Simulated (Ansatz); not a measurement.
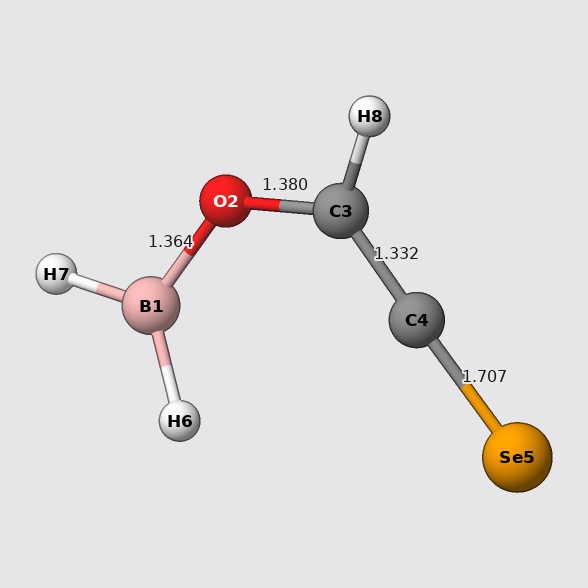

The numbers beside the sticks are distances in Å. Sticks don't show bond order. Computed geometry: PBE-D4/def2-SVP optimisation. No frequency run is at hand to confirm it as a minimum.

Assign a bond order to each marked bond.

B1–O2 single; O2–C3 single; C3–C4 double; C4–Se5 double.

Write the SMILES.

BOC=C=[Se]
